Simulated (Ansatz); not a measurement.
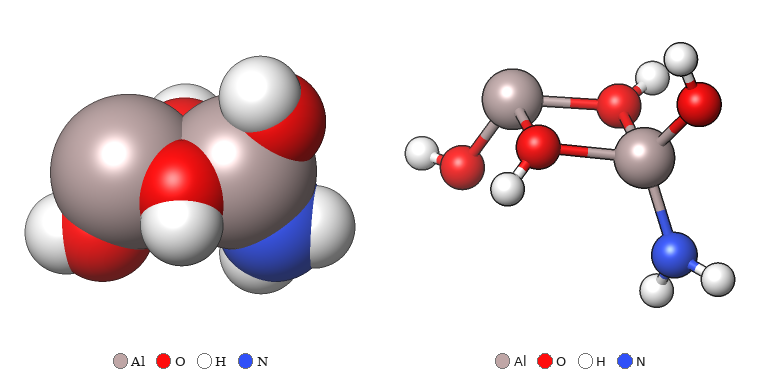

The same structure drawn twice, from different directions.

State: neutral, doublet. Computed geometry: PBE0-D4/def2-TZVP optimisation.

Description:

Formula Al₂H₆NO₄. It is an open-shell species. Coordination, clear cases only: 1 Al trigonal pyramidal; 2 O bent; 1 N trigonal planar.
